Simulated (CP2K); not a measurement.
Band structure of CaSe (Fm-3m, 2 atoms in the cell).

```xyz
2
Lattice="4.2993 0.0000 0.0000 2.1496 3.7233 0.0000 2.1496 1.2411 3.5103" Properties=species:S:1:pos:R:3 pbc="T T T"
Ca     0.0000     0.0000     0.0000
Se     4.2993     2.4822     1.7552
```

Computed with PBE, GPW, DZVP-MOLOPT-SR-GTH basis, GTH-PBE potentials (GTH_POTENTIALS) in CP2K.

Settings: CUTOFF = 500 Ry; REL_CUTOFF = 60 Ry; KPOINTS/SCHEME = MONKHORST-PACK 6 6 6; GAMMA_CENTERED = T; XC_FUNCTIONAL = PBE; Ca/BASIS_SET = DZVP-MOLOPT-SR-GTH; Ca/POTENTIAL = GTH-PBE-q10; Se/BASIS_SET = DZVP-MOLOPT-SR-GTH; Se/POTENTIAL = GTH-PBE-q6; METHOD = GPW; EPS_DEFAULT = 1e-10; EXTRAPOLATION = USE_GUESS; NGRIDS = 5; SCF_GUESS = ATOMIC.

The starting cell comes from a database of computed structures (which also holds hypothetical and non-ambient phases and stackings), without a prior relaxation at this level. Its lattice was rescaled by a random factor within 2.5 % of one. Values carry the incompleteness of an atom-centred basis.

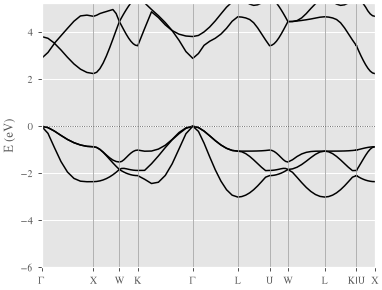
Figure: Bands along the path, energies from the top of the valence band on the SCF mesh.

Question: Read off roughly the gap and where its edges lie.

Answer: The gap along the path is about 2.2 eV (computed: 2.24 eV), from Γ to X; the smallest direct gap on it is 2.88 eV.

Levels in eV from the top of the valence band on the SCF mesh, bands 5 to 9:
```tsv
point	5	6	7	8	9
Γ	-11.52	0.00	0.00	0.00	2.88
X	-11.02	-2.35	-0.87	-0.87	2.24
W	-10.95	-1.84	-1.84	-1.52	4.44
K	-10.96	-2.10	-1.88	-1.01	3.42
L	-10.94	-3.01	-1.06	-1.06	4.65
U	-10.96	-2.10	-1.88	-1.01	3.42
```

Higher empty bands are left out: an atom-centred basis made for the valence describes them poorly.
